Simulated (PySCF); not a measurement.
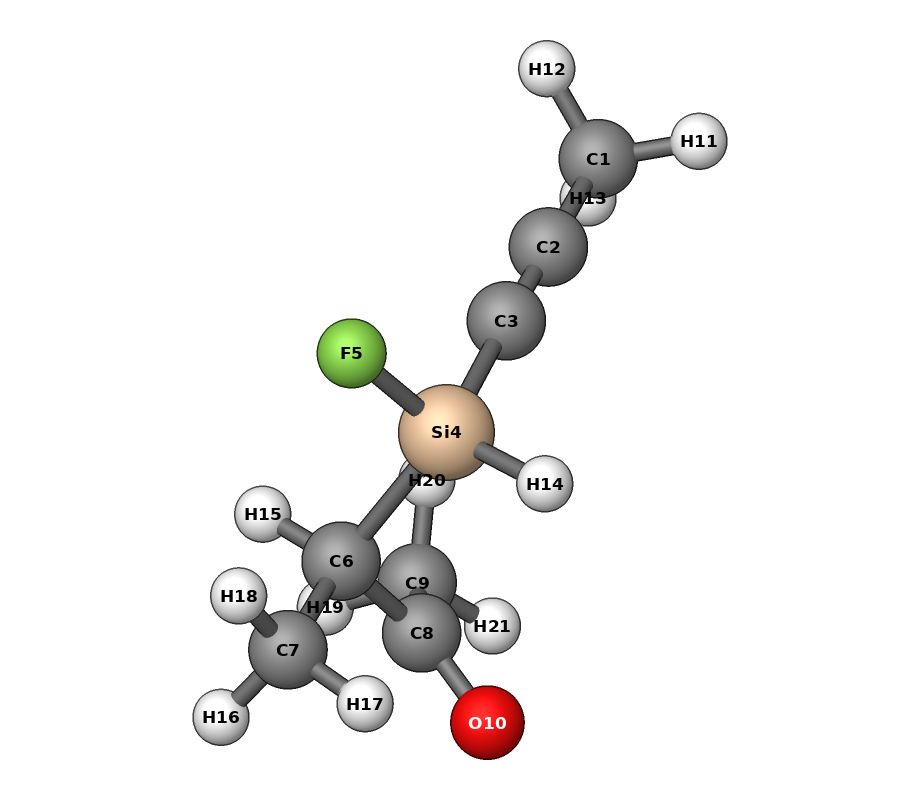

The computed structure is the end point of a GFN2-xTB optimisation. No frequency run is at hand to confirm it as a minimum. Properties computed with GIAO PBE0/pcSseg-1 NMR shielding, non-relativistic, gas phase (PySCF 2.14.0). Principal shieldings σ11 ≤ σ22 ≤ σ33, span Ω = σ33 − σ11, skew κ = 3(σiso − σ22)/Ω.

Question: Which C atom has the most anisotropic shielding?

Answer: C2, with a span of 280 ppm.

Give the shielding tensors of the C atoms.

```
atom     σ11    σ22    σ33   σiso      Ω      κ
  C1   172.7  173.1  198.1  181.3   25.4   0.97
  C2   −24.5  −21.9  255.4   69.7  279.9   0.98
  C3    16.3   21.9  269.2  102.4  252.9   0.96
  C6   103.8  144.9  170.2  139.6   66.4  −0.24
  C7   166.8  171.0  187.7  175.2   21.0   0.59
  C8  −108.3  −68.6  102.2  −24.9  210.5   0.62
  C9   131.8  133.5  189.8  151.7   58.0   0.94
```

Shieldings and span in ppm.

The geometry is semi-empirical. Around Si such bond lengths and angles can be off by a tenth of an ångström or more and by several degrees, and values that hang on the shape move with them.
